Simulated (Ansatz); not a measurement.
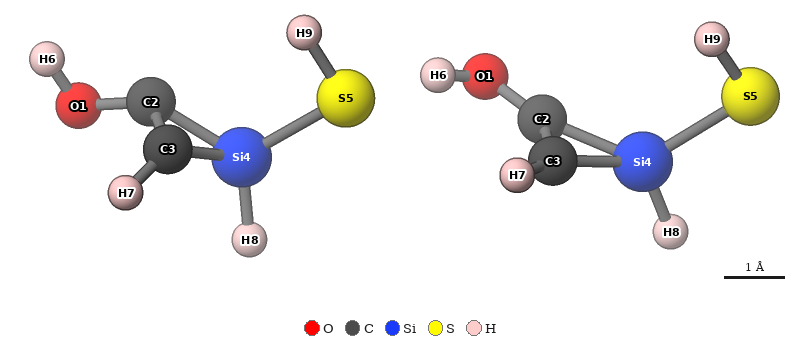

Two geometries of C2H4OSSi (coarse preliminary run), drawn at one scale. One is the start of a relaxation, the other its converged end. Style: ball-and-stick. Shown at a tilt.

The calculation used Ansatz, RKS PBE-D4/def2-SVP. (force threshold 0.03 eV/Å; at most 200 steps)

**Which of the two is the end point?**

The right one is the relaxed one. The start comes from a force field. O1 moves most after the best rigid fit: 0.51 Å. Largest moves by element: O 0.51 Å, H 0.51 Å, C 0.37 Å, S 0.21 Å, Si 0.18 Å. Some distances before and after: C3–Si4 1.728 → 1.827 Å, C2–C3 1.303 → 1.365 Å, O1–H6 1.041 → 0.982 Å, Si4–H8 1.455 → 1.500 Å. Among the angles between lasting bonds that change: O1–C2–Si4 131.7° → 153.6°, Si4–C3–H7 135.2° → 154.7°, C3–Si4–S5 106.8° → 124.8°. The energy falls by 49.8 kcal/mol in 9 accepted moves (10 points after the start). Largest force component: 4.8 eV/Å at the start, 0.03 eV/Å at the end. The line search rejected the trial step at point 4 of the run.
